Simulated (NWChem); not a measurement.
# Si2H6 (disilane): SVWN5/6-31G(d,p) (spherical functions)

Aim: the vertical ionisation energy of Si2H6 (disilane) at SVWN5/6-31G** (spherical functions), from 2 runs. 

Program for the calculation: NWChem 7.3.0.

## Step 1: The structure to begin with

Si2H6: 8 atoms, total charge 0, spin state singlet. SMILES: `[SiH3][SiH3]`. The shape is that of a PBE0-D4/def2-TZVP optimisation.

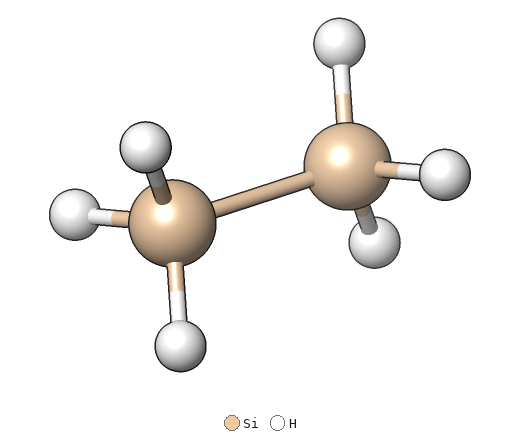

Viewed from a chosen angle; silicon light orange, hydrogen white.

## Step 2: The energy at SVWN5/6-31G(d,p) (spherical functions)

Contents of h6si2.nw:

```
start h6si2
memory total 2200 mb
charge 0

geometry units bohr noautosym nocenter noautoz
  Si    -0.64345175     0.92634375    -1.89898578
  Si     0.68691545    -0.95317786     1.87271859
  H      1.57584262     1.79183831    -3.39186942
  H     -2.10307620    -0.91443847    -3.44289203
  H     -2.28278916     3.14469324    -1.35663438
  H      2.15239806     0.88552566     3.41341230
  H      2.32077265    -3.17568475     1.33036719
  H     -1.53256789    -1.81262530     3.36862579
end

basis spherical bse
  Si library 6-31G**
  H library 6-31G**
end

dft
  xc slater vwn_5
  grid fine
  convergence energy 1e-08
  iterations 100
  mulliken
  noprint "final vectors analysis"
end

task dft energy
```

Started as:

```bash
$ nwchem h6si2.nw > h6si2.out
```

What it wrote:

```text
[...]
          Wavefunction type:  closed shell.
          No. of atoms     :     8
          No. of electrons :    34
[...]
          Charge           :     0
          Spin multiplicity:     1
[...]
          AO basis - number of functions:    66
[...]
              XC Information
              --------------
                        Slater Exchange Functional  1.000 local
                      VWN V Correlation Functional  1.000 local
[...]
 d= 0,ls=0.0,diis     1   -580.1269389368 -6.71D+02  7.81D-03  2.22D-01     1.6
[...]
 d= 0,ls=0.0,diis     7   -580.1464203517 -2.22D-09  2.53D-08  1.67D-12     7.7
         Total DFT energy =     -580.146420351661
      One electron energy =     -986.751304004070
           Coulomb energy =      357.417999437706
    Exchange-Corr. energy =      -41.586196954618
 Nuclear repulsion energy =       90.773081169321
[...]
      Total Density - Mulliken Population Analysis
     ---------------------------------------------
    Atom       Charge   Shell Charges
 -----------   ------   -------------------------------------------------------
    1 Si  14    13.96   2.00  1.99  5.96  1.03  2.04  0.31  0.53  0.10
    2 Si  14    13.96   2.00  1.99  5.96  1.03  2.04  0.31  0.53  0.10
    3 H    1     1.01   0.47  0.54  0.00
    4 H    1     1.01   0.47  0.54  0.00
    5 H    1     1.01   0.47  0.54  0.00
    6 H    1     1.01   0.47  0.54  0.00
    7 H    1     1.01   0.47  0.54  0.00
    8 H    1     1.01   0.47  0.54  0.00
[...]
```

Run time: 8.4 s. Hardware: 1 thread of Intel Xeon Platinum 8259CL at 2.50GHz (Skylake/Cascade Lake), shared host; peak memory 0.12 GiB.

## Step 3: The doublet cation, same level

Contents of run.nw:

```
start run
memory stack 880 mb heap 220 mb global 1100 mb
charge 1
geometry units bohr noautosym nocenter noautoz
  Si  -0.64345175   0.92634375  -1.89898578
  Si   0.68691545  -0.95317786   1.87271859
  H    1.57584262   1.79183831  -3.39186942
  H   -2.10307620  -0.91443847  -3.44289203
  H   -2.28278916   3.14469324  -1.35663438
  H    2.15239806   0.88552566   3.41341230
  H    2.32077265  -3.17568475   1.33036719
  H   -1.53256789  -1.81262530   3.36862579
end
basis spherical bse
  Si library 6-31G**
  H library 6-31G**
end
dft
  xc slater vwn_5
  mult 2
  grid fine
  convergence energy 1e-08
  iterations 100
  mulliken
  print low
end
task dft
```

Started as:

```bash
$ nwchem run.nw > run.out
```

What it wrote:

```text
[...]
 d= 0,ls=0.0,diis     1   -579.7230229508 -6.70D+02  4.47D-03  1.68D-01     1.8
[...]
 d= 0,ls=0.5,diis    15   -579.7624556379 -4.81D-09  2.91D-07  4.27D-10    21.5
[...]
         Total DFT energy =     -579.762455640117
      One electron energy =     -978.281391915290
           Coulomb energy =      349.039609899207
    Exchange-Corr. energy =      -41.293754793355
 Nuclear repulsion energy =       90.773081169321
[...]
      Total Density - Mulliken Population Analysis
     ---------------------------------------------
    Atom       Charge   Shell Charges
 -----------   ------   -------------------------------------------------------
    1 Si  14    13.75   2.00  1.99  5.95  1.13  2.00  0.26  0.31  0.10
    2 Si  14    13.75   2.00  1.99  5.95  1.13  2.00  0.26  0.31  0.10
    3 H    1     0.92   0.46  0.45  0.01
    4 H    1     0.92   0.46  0.45  0.01
    5 H    1     0.92   0.46  0.45  0.01
    6 H    1     0.92   0.46  0.45  0.01
    7 H    1     0.92   0.46  0.45  0.01
    8 H    1     0.92   0.46  0.45  0.01
[...]
      <S2> =      0.7508 (Exact =     0.7500)
[...]
```

Wall time 24 s (1 thread of Intel Xeon Platinum 8259CL at 2.50GHz (Skylake/Cascade Lake), shared host); peak memory 0.12 GiB.

## Step 4: Outcome

Level: SVWN5/6-31G** (spherical functions).

| quantity | value |
| --- | --- |
| singlet Si2H6: total energy | -580.14642 Eh |
| singlet Si2H6: dipole moment | 0.00 D |
| doublet cation: total energy | -579.76246 Eh |
| doublet cation: ⟨S²⟩ | 0.751 |
| vertical ionisation energy (to the doublet cation) | 10.448 eV |

In words: The vertical ionisation energy comes to 10.45 eV (1008 kJ/mol). Mulliken charges (doublet cation) run from +0.08 on H3 to +0.25 on Si1.
